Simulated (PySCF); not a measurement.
**BHP (charge −1): density, localisation and related maps**

```xyz
3

B    -0.5096   -0.5035    0.2870
P     1.0858   -0.9737    0.0597
H    -1.6565   -0.1647    0.4503
```

Geometry: PBE0-D4/def2-SVPD.

Theory: PySCF, Gaussian-basis quantum chemistry of an isolated molecule with PySCF, energy and nuclear gradient, functional PBE0.

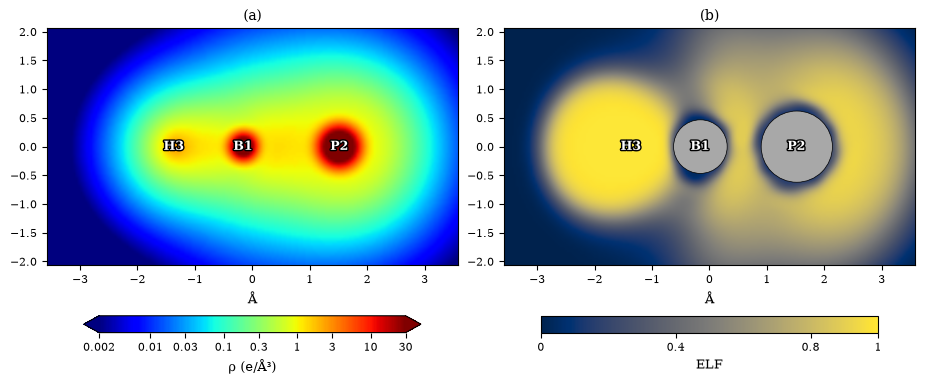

Figure 1. (a) total electron density; (b) electron localisation function on a plane that holds the molecular axis. Grey discs cover the atomic cores in the ELF map.

Q: Describe what can be read from this map.

A:
- Atoms in the plane: B, P and H.
- B–P (1.68 Å): ρ at the midpoint is about 1.2 e/Å³; the ELF peaks at about 0.90 between the atoms; localised, covalent bonding.
- B–H (1.21 Å): ρ is about 1.2 e/Å³ halfway; the ELF climbs to about 1 towards the hydrogen, as it does in any bond to H: a covalent bond by its length.
- The ELF also peaks beside P2, away from the bonds: lone-pair regions.

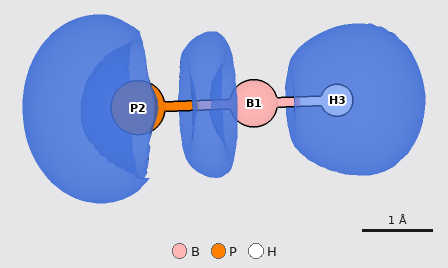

Figure 2. Isosurface of the electron localisation function at 0.8 (blue), seen from one side. Only the valence region is drawn (cores and ρ < 0.01 e/Å³ removed).

Q: Identify the bonds, lone pairs and shells in this picture.

A: At this value the surface marks out one region between bonded B–P atoms (shared pairs), one region around a hydrogen nucleus and one lobe on P, pointing away from the bonds (lone pairs).

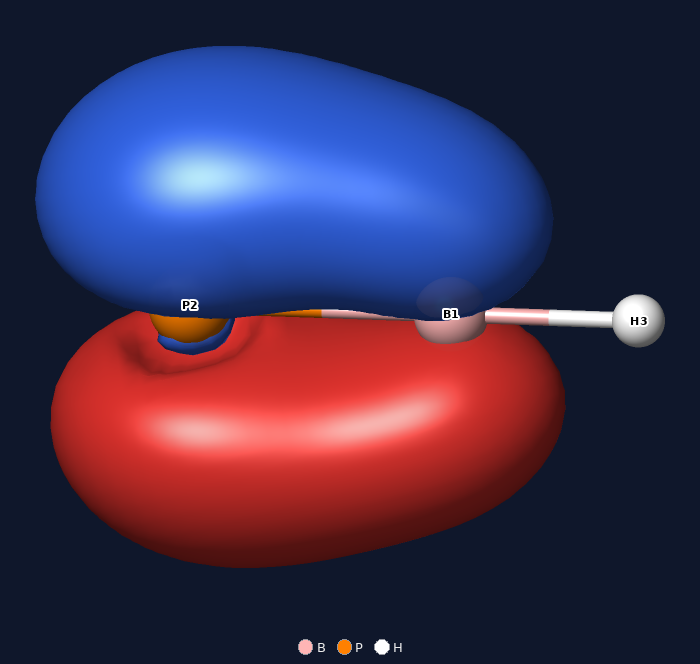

Figure 3. The HOMO at ±0.15 Å⁻³ᐟ² (red and blue are the two phases), seen from one side.

Q: Where does this orbital lie, and at what energy?

A: By Hirshfeld shares it lies mainly on P2 (about 65 %) and B1 (about 35 %); π-bonding across P2–B1. It is one of a degenerate set, so its orientation is arbitrary. Its energy is −0.49 eV.
